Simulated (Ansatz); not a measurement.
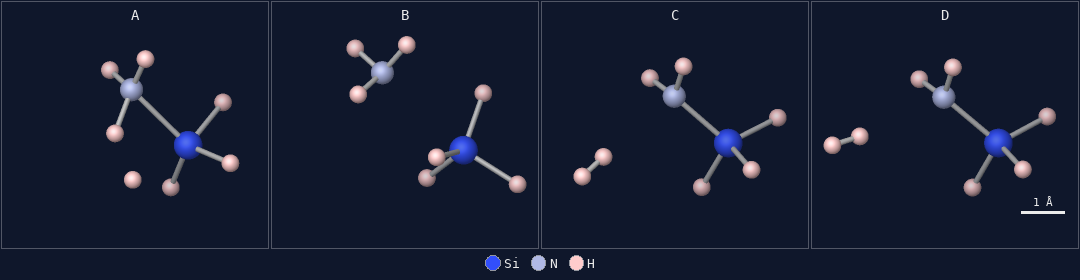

4 geometries from a converged minimum-energy path of SiNH7, made up of SiNH$_{5}$ and H₂, shuffled. A ball-and-stick model, seen at a tilt.

Level of theory: RKS PBE-D4/def2-SVP (Ansatz). Set-up: 7 movable images; climbing image; force threshold 0.03 eV/Å; iteration limit 60; starting path through a guess of the saddle point.

> One of them is the converged climbing image. Which?

A. In order along the path, whose images run from 0 to 8: D (image 0, 0.0 kJ/mol), C (image 1, +0.3 kJ/mol), A (image 5, +160.1 kJ/mol), B (image 7, +15.2 kJ/mol). Breaking: H–H (0.77 → 2.98 Å), N–Si (1.75 → 2.88 Å). Forming: H–N (2.50 → 1.03 Å), H–Si (4.43 → 1.50 Å).

Limits of the set-up: the start holds two separate molecules, 2.5 Å apart at their closest, whose relative position is a soft coordinate.
